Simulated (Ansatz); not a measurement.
**CHBSi (triplet): wB97M-V, B2PLYP, RPA-PBE over vertical spin and charge gaps and displaced geometries, cc-pVDZ**

How well do these functionals follow the top wave-function level for CHBSi (triplet) over vertical spin and charge gaps and displaced geometries?

Computed with Ansatz 0.2.0, Gaussian basis. Level: cc-pVDZ, all electrons in the functionals, frozen cores in the correlation of double hybrids and RPA.

The runs, in order: wB97M-V, B2PLYP, RPA-PBE, at charge 0, triplet; charge 0, singlet; charge 0, quintet; charge 1, doublet; charge 1, quartet; displaced geometry v1; displaced geometry v2.

18 further runs of the same task are left out: 5 that didn't finish, 13 set aside as unsound or not needed.

## Step 1: The system

The geometry is a PBE0/def2-TZVP stationary point (not a proven minimum).

4 atoms, charge 0, spin multiplicity 3.

Atoms are counted from 1 here; the program's logs count them from 0.

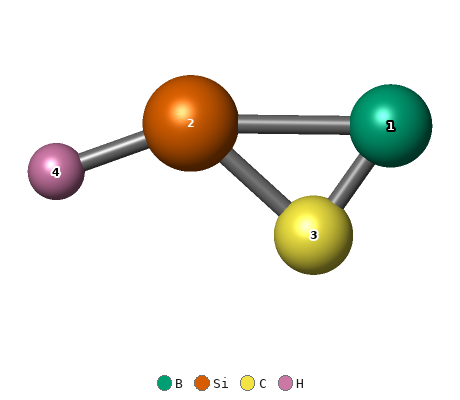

The geometry (boron teal, silicon orange, carbon yellow, hydrogen pink); atoms are numbered from 1 in the order of the file.

Geometry (Å):

```
atom    x (Å)     y (Å)     z (Å)
  B1  0.00000  -0.54212   1.31164
 Si2  0.00000  -0.13746  -0.75272
  C3  0.00000   0.75487   0.75049
  H4  0.00000   0.64988  -2.03742
```

No dispersion term is added; wB97M-V holds VV10 nonlocal correlation.

The geometry shown and the zero of energy belong to the point charge 0, triplet. The yardstick, UCCSDT(Q), and other wave-function levels (R restricted, U unrestricted, valence and pair active spaces) come from earlier runs.

## Step 2: wB97M-V, charge 0, triplet

Contents of in.yaml:

```yaml
crystal:
  periodic: [false, false, false]
  atoms:
    - {symbol: B, position_ang: [0.000000, -0.542119, 1.311636]}
    - {symbol: Si, position_ang: [0.000000, -0.137461, -0.752718]}
    - {symbol: C, position_ang: [0.000000, 0.754866, 0.750494]}
    - {symbol: H, position_ang: [0.000000, 0.649881, -2.037416]}
basis:
  gaussian: {orbitals: cc-pVDZ}
magnetization: {spin_polarized: true, initial_magnetization: 2}
hamiltonian: {xc: {name: wB97M-V}}
output: {orbitals: {seedname: orbitals}}
```

Command:

```sh
ansatz run in.yaml --threads 1 --pin off --events-out ev --progress --plain --max-ram 2393MiB
```

The log of the run, cut to the lines that bear on the results:

```text
Functional definition: wB97M-V
  name "wB97M-V"
  cite "Mardirossian & Head-Gordon, J. Chem. Phys. 144, 214110 (2016) doi:10.1063/1.4952647"
  cite "Becke, J. Chem. Phys. 107, 8554 (1997) doi:10.1063/1.475007"
  cite "Vydrov & Van Voorhis, J. Chem. Phys. 133, 244103 (2010) doi:10.1063/1.3521275"
  # Of w^i u^j: cxij and so on, Table III.
[...]
  gx(w, u) = 1 - cx + cx01*u + cx10*w
  gss(w, u) = css00 + css04*u^4 + css10*w + css20*w^2 + css43*w^4*u^3
  gos(w, u) = cos00 + cos10*w + (cos20 + cos21*u)*w^2 + (cos60 + cos61*u)*w^6
[...]
      + integral(e_c_pw_mod_opposite_spin*gos(b97_w_opposite, b97_u_opposite)) + vv10(b, c)
493 factors; integrals over basis functions are off by at most 1.1e-3 eV
168 factors; integrals over basis functions are off by at most 1.1e-5 eV
[...]
mean field -9599.37971076 eV, -352.7706976773 hartree, gradient 8.8e-5 eV, S^2 2.013560; 0 other end points of the search recorded, 0 dependent functions left out
reference -9599.37974371 eV, -352.7706988881 hartree; 14, 12 occupied and 37, 39 virtual orbitals, 493 factors
Total energy: -9599.37974371 eV, -352.7706988881 hartree
```

Wall time 12 s (1 thread of Arm Neoverse N1, shared host).

From the report: ⟨S²⟩ of the determinant 2.014 (pure triplet: 2.00).

## Step 3: wB97M-V, charge 0, singlet

in.yaml, as its differences from that of step 2:

```diff
@@ -9,3 +9,3 @@
   gaussian: {orbitals: cc-pVDZ}
-magnetization: {spin_polarized: true, initial_magnetization: 2}
+magnetization: {spin_polarized: true, initial_magnetization: 0}
 hamiltonian: {xc: {name: wB97M-V}}
```

Launched as before.

The log of the run, cut to the lines that bear on the results:

```text
Functional definition: wB97M-V
  name "wB97M-V"
  cite "Mardirossian & Head-Gordon, J. Chem. Phys. 144, 214110 (2016) doi:10.1063/1.4952647"
  cite "Becke, J. Chem. Phys. 107, 8554 (1997) doi:10.1063/1.475007"
  cite "Vydrov & Van Voorhis, J. Chem. Phys. 133, 244103 (2010) doi:10.1063/1.3521275"
  # Of w^i u^j: cxij and so on, Table III.
[...]
  gx(w, u) = 1 - cx + cx01*u + cx10*w
  gss(w, u) = css00 + css04*u^4 + css10*w + css20*w^2 + css43*w^4*u^3
  gos(w, u) = cos00 + cos10*w + (cos20 + cos21*u)*w^2 + (cos60 + cos61*u)*w^6
[...]
      + integral(e_c_pw_mod_opposite_spin*gos(b97_w_opposite, b97_u_opposite)) + vv10(b, c)
493 factors; integrals over basis functions are off by at most 1.1e-3 eV
168 factors; integrals over basis functions are off by at most 1.1e-5 eV
[...]
mean field -9599.38733917 eV, -352.7709780159 hartree, gradient 4.2e-5 eV, S^2 0.908605; 6 other end points of the search recorded, 0 dependent functions left out
reference -9599.38737203 eV, -352.7709792236 hartree; 13, 13 occupied and 38, 38 virtual orbitals, 493 factors
Total energy: -9599.38737203 eV, -352.7709792236 hartree
```

It took 45 s on 1 thread of Arm Neoverse N1, shared host.

From the report: ⟨S²⟩ of the determinant 0.909 (pure singlet: 0.00). The determinant is far from a pure spin state, so its energy mixes those of several spin states (harmless only where they are near-degenerate, as at dissociation).

From charge 0, triplet: -0.2 kcal/mol.

## Step 4: wB97M-V, charge 0, quintet

in.yaml, as its differences from that of step 3:

```diff
@@ -9,4 +9,4 @@
   gaussian: {orbitals: cc-pVDZ}
-magnetization: {spin_polarized: true, initial_magnetization: 0}
+magnetization: {spin_polarized: true, initial_magnetization: 4}
 hamiltonian: {xc: {name: wB97M-V}}
-output: {orbitals: {seedname: orbitals}}
+output: {forces: true, orbitals: {seedname: orbitals}}
```

Launched as before.

The log of the run, cut to the lines that bear on the results:

```text
Functional definition: wB97M-V
  name "wB97M-V"
  cite "Mardirossian & Head-Gordon, J. Chem. Phys. 144, 214110 (2016) doi:10.1063/1.4952647"
  cite "Becke, J. Chem. Phys. 107, 8554 (1997) doi:10.1063/1.475007"
  cite "Vydrov & Van Voorhis, J. Chem. Phys. 133, 244103 (2010) doi:10.1063/1.3521275"
  # Of w^i u^j: cxij and so on, Table III.
[...]
  gx(w, u) = 1 - cx + cx01*u + cx10*w
  gss(w, u) = css00 + css04*u^4 + css10*w + css20*w^2 + css43*w^4*u^3
  gos(w, u) = cos00 + cos10*w + (cos20 + cos21*u)*w^2 + (cos60 + cos61*u)*w^6
[...]
      + integral(e_c_pw_mod_opposite_spin*gos(b97_w_opposite, b97_u_opposite)) + vv10(b, c)
493 factors; integrals over basis functions are off by at most 1.1e-3 eV
168 factors; integrals over basis functions are off by at most 1.1e-5 eV
[...]
mean field -9595.78701881 eV, -352.6386686831 hartree, gradient 6.7e-5 eV, S^2 6.011493; 4 other end points of the search recorded, 0 dependent functions left out
[...]
reference -9595.78705083 eV, -352.6386698598 hartree; 15, 11 occupied and 36, 40 virtual orbitals, 493 factors
Total energy: -9595.78705083 eV, -352.6386698598 hartree
Atom 0 at     0.000000    -0.542119     1.311636 Å, force     0.000000    -1.271164     2.569164 eV/Å
Atom 1 at     0.000000    -0.137461    -0.752718 Å, force    -0.000000    -1.496965    -6.024399 eV/Å
Atom 2 at     0.000000     0.754866     0.750494 Å, force    -0.000000     2.942251     3.253501 eV/Å
Atom 3 at     0.000000     0.649881    -2.037416 Å, force     0.000000    -0.174123     0.201735 eV/Å
Dipole moment:    -0.000000    -0.119742     0.170879 e Å
```

Run time: 16 s. Hardware: 1 thread of Arm Neoverse N1, shared host.

From the report: ⟨S²⟩ of the determinant 6.011 (pure quintet: 6.00).

From charge 0, triplet: +82.8 kcal/mol.

## Step 5: wB97M-V, charge 1, doublet

in.yaml, as its differences from that of step 4:

```diff
@@ -9,3 +9,4 @@
   gaussian: {orbitals: cc-pVDZ}
-magnetization: {spin_polarized: true, initial_magnetization: 4}
+total_charge: 1
+magnetization: {spin_polarized: true, initial_magnetization: 1}
 hamiltonian: {xc: {name: wB97M-V}}
```

Launched as before.

The log of the run, cut to the lines that bear on the results:

```text
Functional definition: wB97M-V
  name "wB97M-V"
  cite "Mardirossian & Head-Gordon, J. Chem. Phys. 144, 214110 (2016) doi:10.1063/1.4952647"
  cite "Becke, J. Chem. Phys. 107, 8554 (1997) doi:10.1063/1.475007"
  cite "Vydrov & Van Voorhis, J. Chem. Phys. 133, 244103 (2010) doi:10.1063/1.3521275"
  # Of w^i u^j: cxij and so on, Table III.
[...]
  gx(w, u) = 1 - cx + cx01*u + cx10*w
  gss(w, u) = css00 + css04*u^4 + css10*w + css20*w^2 + css43*w^4*u^3
  gos(w, u) = cos00 + cos10*w + (cos20 + cos21*u)*w^2 + (cos60 + cos61*u)*w^6
[...]
      + integral(e_c_pw_mod_opposite_spin*gos(b97_w_opposite, b97_u_opposite)) + vv10(b, c)
493 factors; integrals over basis functions are off by at most 1.1e-3 eV
168 factors; integrals over basis functions are off by at most 1.1e-5 eV
[...]
mean field -9590.92975534 eV, -352.4601675431 hartree, gradient 3.7e-5 eV, S^2 0.817486; 2 other end points of the search recorded, 0 dependent functions left out
[...]
reference -9590.92978948 eV, -352.4601687976 hartree; 13, 12 occupied and 38, 39 virtual orbitals, 493 factors
Total energy: -9590.92978948 eV, -352.4601687976 hartree
Atom 0 at     0.000000    -0.542119     1.311636 Å, force     0.000000    -0.219622    -0.211288 eV/Å
Atom 1 at     0.000000    -0.137461    -0.752718 Å, force    -0.000000     2.195214     0.932000 eV/Å
Atom 2 at     0.000000     0.754866     0.750494 Å, force    -0.000000    -0.934033    -0.355990 eV/Å
Atom 3 at     0.000000     0.649881    -2.037416 Å, force     0.000000    -1.041559    -0.364722 eV/Å
Dipole moment:    -0.000000    -0.362918    -0.415069 e Å
```

It took 17 s on 1 thread of Arm Neoverse N1, shared host.

From the report: ⟨S²⟩ of the determinant 0.817 (pure doublet: 0.75).

From charge 0, triplet: +194.9 kcal/mol.

## Step 6: wB97M-V, charge 1, quartet

in.yaml, as its differences from that of step 5:

```diff
@@ -10,4 +10,4 @@
 total_charge: 1
-magnetization: {spin_polarized: true, initial_magnetization: 1}
+magnetization: {spin_polarized: true, initial_magnetization: 3}
 hamiltonian: {xc: {name: wB97M-V}}
-output: {forces: true, orbitals: {seedname: orbitals}}
+output: {orbitals: {seedname: orbitals}}
```

The command is unchanged.

The log of the run, cut to the lines that bear on the results:

```text
Functional definition: wB97M-V
  name "wB97M-V"
  cite "Mardirossian & Head-Gordon, J. Chem. Phys. 144, 214110 (2016) doi:10.1063/1.4952647"
  cite "Becke, J. Chem. Phys. 107, 8554 (1997) doi:10.1063/1.475007"
  cite "Vydrov & Van Voorhis, J. Chem. Phys. 133, 244103 (2010) doi:10.1063/1.3521275"
  # Of w^i u^j: cxij and so on, Table III.
[...]
  gx(w, u) = 1 - cx + cx01*u + cx10*w
  gss(w, u) = css00 + css04*u^4 + css10*w + css20*w^2 + css43*w^4*u^3
  gos(w, u) = cos00 + cos10*w + (cos20 + cos21*u)*w^2 + (cos60 + cos61*u)*w^6
[...]
      + integral(e_c_pw_mod_opposite_spin*gos(b97_w_opposite, b97_u_opposite)) + vv10(b, c)
493 factors; integrals over basis functions are off by at most 1.1e-3 eV
168 factors; integrals over basis functions are off by at most 1.1e-5 eV
[...]
mean field -9589.29285276 eV, -352.4000124829 hartree, gradient 3.1e-5 eV, S^2 3.762379; 2 other end points of the search recorded, 0 dependent functions left out
reference -9589.29288640 eV, -352.4000137190 hartree; 14, 11 occupied and 37, 40 virtual orbitals, 493 factors
Total energy: -9589.29288640 eV, -352.4000137190 hartree
```

Wall time 13 s (1 thread of Arm Neoverse N1, shared host).

From the report: ⟨S²⟩ of the determinant 3.762 (pure quartet: 3.75).

From charge 0, triplet: +232.6 kcal/mol.

## Step 7: wB97M-V, displaced geometry v1

Contents of in.yaml:

```yaml
crystal:
  periodic: [false, false, false]
  atoms:
    - {symbol: B, position_ang: [-0.009373, -0.542992, 1.330574]}
    - {symbol: Si, position_ang: [-0.010206, -0.154476, -0.744933]}
    - {symbol: C, position_ang: [0.037758, 0.797161, 0.715666]}
    - {symbol: H, position_ang: [-0.065019, 0.629362, -2.042442]}
basis:
  gaussian: {orbitals: cc-pVDZ}
magnetization: {spin_polarized: true, initial_magnetization: 2}
hamiltonian: {xc: {name: wB97M-V}}
output: {forces: true, orbitals: {seedname: orbitals}}
```

Same command.

The log of the run, cut to the lines that bear on the results:

```text
Functional definition: wB97M-V
  name "wB97M-V"
  cite "Mardirossian & Head-Gordon, J. Chem. Phys. 144, 214110 (2016) doi:10.1063/1.4952647"
  cite "Becke, J. Chem. Phys. 107, 8554 (1997) doi:10.1063/1.475007"
  cite "Vydrov & Van Voorhis, J. Chem. Phys. 133, 244103 (2010) doi:10.1063/1.3521275"
  # Of w^i u^j: cxij and so on, Table III.
[...]
  gx(w, u) = 1 - cx + cx01*u + cx10*w
  gss(w, u) = css00 + css04*u^4 + css10*w + css20*w^2 + css43*w^4*u^3
  gos(w, u) = cos00 + cos10*w + (cos20 + cos21*u)*w^2 + (cos60 + cos61*u)*w^6
[...]
      + integral(e_c_pw_mod_opposite_spin*gos(b97_w_opposite, b97_u_opposite)) + vv10(b, c)
493 factors; integrals over basis functions are off by at most 1.1e-3 eV
168 factors; integrals over basis functions are off by at most 1.1e-5 eV
[...]
mean field -9599.32199678 eV, -352.7685767275 hartree, gradient 7.4e-5 eV, S^2 2.014841; 0 other end points of the search recorded, 0 dependent functions left out
[...]
reference -9599.32202974 eV, -352.7685779389 hartree; 14, 12 occupied and 37, 39 virtual orbitals, 493 factors
Total energy: -9599.32202974 eV, -352.7685779389 hartree
Atom 0 at    -0.009373    -0.542992     1.330574 Å, force     0.072186     1.694298    -0.573099 eV/Å
Atom 1 at    -0.010206    -0.154476    -0.744933 Å, force    -0.039240    -0.251177    -0.852371 eV/Å
Atom 2 at     0.037758     0.797161     0.715666 Å, force    -0.044902    -1.380822     1.433605 eV/Å
Atom 3 at    -0.065019     0.629362    -2.042442 Å, force     0.011956    -0.062300    -0.008134 eV/Å
Dipole moment:    -0.012695    -0.190748    -0.286159 e Å
```

Wall time 14 s (1 thread of Arm Neoverse N1, shared host).

From the report: ⟨S²⟩ of the determinant 2.015 (pure triplet: 2.00).

From charge 0, triplet: +1.3 kcal/mol.

## Step 8: wB97M-V, displaced geometry v2

Contents of in.yaml:

```yaml
crystal:
  periodic: [false, false, false]
  atoms:
    - {symbol: B, position_ang: [0.109713, -0.539545, 1.304154]}
    - {symbol: Si, position_ang: [-0.055161, -0.126513, -0.748606]}
    - {symbol: C, position_ang: [0.021459, 0.733390, 0.746426]}
    - {symbol: H, position_ang: [0.104567, 0.573135, -2.023270]}
basis:
  gaussian: {orbitals: cc-pVDZ}
magnetization: {spin_polarized: true, initial_magnetization: 2}
hamiltonian: {xc: {name: wB97M-V}}
output: {forces: true, orbitals: {seedname: orbitals}}
```

Same command.

The log of the run, cut to the lines that bear on the results:

```text
Functional definition: wB97M-V
  name "wB97M-V"
  cite "Mardirossian & Head-Gordon, J. Chem. Phys. 144, 214110 (2016) doi:10.1063/1.4952647"
  cite "Becke, J. Chem. Phys. 107, 8554 (1997) doi:10.1063/1.475007"
  cite "Vydrov & Van Voorhis, J. Chem. Phys. 133, 244103 (2010) doi:10.1063/1.3521275"
  # Of w^i u^j: cxij and so on, Table III.
[...]
  gx(w, u) = 1 - cx + cx01*u + cx10*w
  gss(w, u) = css00 + css04*u^4 + css10*w + css20*w^2 + css43*w^4*u^3
  gos(w, u) = cos00 + cos10*w + (cos20 + cos21*u)*w^2 + (cos60 + cos61*u)*w^6
[...]
      + integral(e_c_pw_mod_opposite_spin*gos(b97_w_opposite, b97_u_opposite)) + vv10(b, c)
493 factors; integrals over basis functions are off by at most 1.1e-3 eV
168 factors; integrals over basis functions are off by at most 9.6e-6 eV
[...]
mean field -9599.31734830 eV, -352.7684058989 hartree, gradient 8.1e-5 eV, S^2 2.012313; 0 other end points of the search recorded, 0 dependent functions left out
[...]
reference -9599.31738118 eV, -352.7684071074 hartree; 14, 12 occupied and 37, 39 virtual orbitals, 493 factors
Total energy: -9599.31738118 eV, -352.7684071074 hartree
Atom 0 at     0.109713    -0.539545     1.304154 Å, force     0.064611    -0.986117     0.806881 eV/Å
Atom 1 at    -0.055161    -0.126513    -0.748606 Å, force    -0.157903    -1.025550    -0.329822 eV/Å
Atom 2 at     0.021459     0.733390     0.746426 Å, force     0.007612     1.431171     0.265218 eV/Å
Atom 3 at     0.104567     0.573135    -2.023270 Å, force     0.085680     0.580497    -0.742276 eV/Å
Dipole moment:    -0.001778    -0.159716    -0.317980 e Å
```

Run time: 15 s. Hardware: 1 thread of Arm Neoverse N1, shared host.

From the report: ⟨S²⟩ of the determinant 2.012 (pure triplet: 2.00).

From charge 0, triplet: +1.4 kcal/mol.

## Step 9: B2PLYP, charge 0, triplet

Contents of in.yaml:

```yaml
crystal:
  periodic: [false, false, false]
  atoms:
    - {symbol: B, position_ang: [0.000000, -0.542119, 1.311636]}
    - {symbol: Si, position_ang: [0.000000, -0.137461, -0.752718]}
    - {symbol: C, position_ang: [0.000000, 0.754866, 0.750494]}
    - {symbol: H, position_ang: [0.000000, 0.649881, -2.037416]}
basis:
  gaussian: {orbitals: cc-pVDZ}
magnetization: {spin_polarized: true, initial_magnetization: 2}
hamiltonian: {xc: {name: B2PLYP}}
correlation: {electrons: outside_noble_gas}
```

The command is unchanged.

The log of the run, cut to the lines that bear on the results:

```text
Functional definition: B2PLYP
  name "B2PLYP"
  cite "Grimme, J. Chem. Phys. 124, 034108 (2006) doi:10.1063/1.2148954"
  cite "Becke, Phys. Rev. A 38, 3098 (1988) doi:10.1103/PhysRevA.38.3098"
  cite "Lee, Yang & Parr, Phys. Rev. B 37, 785 (1988) doi:10.1103/PhysRevB.37.785"
[...]
493 factors; integrals over basis functions are off by at most 1.1e-3 eV
[...]
mean field -9592.92978516 eV, -352.5336672833 hartree, gradient 5.1e-6 eV, S^2 2.042383; 0 other end points of the search recorded, 0 dependent functions left out
7 core orbitals not correlated: weight in the atoms' cores, before any rotation towards them, 1.000 or more for the frozen orbitals, at most 0.000 for the correlated occupied ones
reference -9592.92991509 eV, -352.5336720581 hartree; 7, 5 occupied and 37, 39 virtual orbitals, 493 factors
second order -9.19284768 eV of doubles, -0.00000000 eV of singles
Total energy: -9595.41198396 eV, -352.6248864068 hartree
```

It took 3.9 s on 1 thread of Arm Neoverse N1, shared host.

From the report: ⟨S²⟩ of the determinant 2.042 (pure triplet: 2.00).

## Step 10: B2PLYP, charge 0, singlet

in.yaml, as its differences from that of step 9:

```diff
@@ -9,3 +9,3 @@
   gaussian: {orbitals: cc-pVDZ}
-magnetization: {spin_polarized: true, initial_magnetization: 2}
+magnetization: {spin_polarized: true, initial_magnetization: 0}
 hamiltonian: {xc: {name: B2PLYP}}
```

Launched as before.

The log of the run, cut to the lines that bear on the results:

```text
Functional definition: B2PLYP
  name "B2PLYP"
  cite "Grimme, J. Chem. Phys. 124, 034108 (2006) doi:10.1063/1.2148954"
  cite "Becke, Phys. Rev. A 38, 3098 (1988) doi:10.1103/PhysRevA.38.3098"
  cite "Lee, Yang & Parr, Phys. Rev. B 37, 785 (1988) doi:10.1103/PhysRevB.37.785"
[...]
493 factors; integrals over basis functions are off by at most 1.1e-3 eV
[...]
mean field -9592.84695804 eV, -352.5306234426 hartree, gradient 2.8e-6 eV, S^2 1.013133; 6 other end points of the search recorded, 0 dependent functions left out
7 core orbitals not correlated: weight in the atoms' cores, before any rotation towards them, 1.000 or more for the frozen orbitals, at most 0.000 for the correlated occupied ones
reference -9592.84708798 eV, -352.5306282178 hartree; 6, 6 occupied and 38, 38 virtual orbitals, 493 factors
second order -9.37604821 eV of doubles, -0.00000000 eV of singles
Total energy: -9595.37862099 eV, -352.6236603402 hartree
```

Run time: 15 s. Hardware: 1 thread of Arm Neoverse N1, shared host.

From the report: ⟨S²⟩ of the determinant 1.013 (pure singlet: 0.00). The determinant is far from a pure spin state, so its energy mixes those of several spin states (harmless only where they are near-degenerate, as at dissociation).

From charge 0, triplet: +0.8 kcal/mol.

## Step 11: B2PLYP, charge 0, quintet

in.yaml, as its differences from that of step 10:

```diff
@@ -9,3 +9,3 @@
   gaussian: {orbitals: cc-pVDZ}
-magnetization: {spin_polarized: true, initial_magnetization: 0}
+magnetization: {spin_polarized: true, initial_magnetization: 4}
 hamiltonian: {xc: {name: B2PLYP}}
```

Launched as before.

The log of the run, cut to the lines that bear on the results:

```text
Functional definition: B2PLYP
  name "B2PLYP"
  cite "Grimme, J. Chem. Phys. 124, 034108 (2006) doi:10.1063/1.2148954"
  cite "Becke, Phys. Rev. A 38, 3098 (1988) doi:10.1103/PhysRevA.38.3098"
  cite "Lee, Yang & Parr, Phys. Rev. B 37, 785 (1988) doi:10.1103/PhysRevB.37.785"
[...]
493 factors; integrals over basis functions are off by at most 1.1e-3 eV
[...]
mean field -9589.72329766 eV, -352.4158310410 hartree, gradient 1.8e-6 eV, S^2 6.043558; 4 other end points of the search recorded, 0 dependent functions left out
7 core orbitals not correlated: weight in the atoms' cores, before any rotation towards them, 1.000 or more for the frozen orbitals, at most 0.000 for the correlated occupied ones
reference -9589.72342916 eV, -352.4158358736 hartree; 8, 4 occupied and 36, 40 virtual orbitals, 493 factors
second order -7.68036917 eV of doubles, -0.00000000 eV of singles
Total energy: -9591.79712883 eV, -352.4920429310 hartree
```

Run time: 4.5 s. Hardware: 1 thread of Arm Neoverse N1, shared host.

From the report: ⟨S²⟩ of the determinant 6.044 (pure quintet: 6.00).

From charge 0, triplet: +83.4 kcal/mol.

## Step 12: B2PLYP, charge 1, doublet

in.yaml, as its differences from that of step 11:

```diff
@@ -9,3 +9,4 @@
   gaussian: {orbitals: cc-pVDZ}
-magnetization: {spin_polarized: true, initial_magnetization: 4}
+total_charge: 1
+magnetization: {spin_polarized: true, initial_magnetization: 1}
 hamiltonian: {xc: {name: B2PLYP}}
```

The command is unchanged.

The log of the run, cut to the lines that bear on the results:

```text
Functional definition: B2PLYP
  name "B2PLYP"
  cite "Grimme, J. Chem. Phys. 124, 034108 (2006) doi:10.1063/1.2148954"
  cite "Becke, Phys. Rev. A 38, 3098 (1988) doi:10.1103/PhysRevA.38.3098"
  cite "Lee, Yang & Parr, Phys. Rev. B 37, 785 (1988) doi:10.1103/PhysRevB.37.785"
[...]
493 factors; integrals over basis functions are off by at most 1.1e-3 eV
[...]
mean field -9584.48064097 eV, -352.2231669615 hartree, gradient 7.2e-6 eV, S^2 0.971146; 4 other end points of the search recorded, 0 dependent functions left out
7 core orbitals not correlated: weight in the atoms' cores, before any rotation towards them, 1.000 or more for the frozen orbitals, at most 0.000 for the correlated occupied ones
reference -9584.48076804 eV, -352.2231716309 hartree; 6, 5 occupied and 38, 39 virtual orbitals, 493 factors
second order -8.88802390 eV of doubles, -0.00000000 eV of singles
Total energy: -9586.88053449 eV, -352.3113614214 hartree
```

It took 9.5 s on 1 thread of Arm Neoverse N1, shared host.

From the report: ⟨S²⟩ of the determinant 0.971 (pure doublet: 0.75).

From charge 0, triplet: +196.7 kcal/mol.

(Part 1 of 2 ends here.)
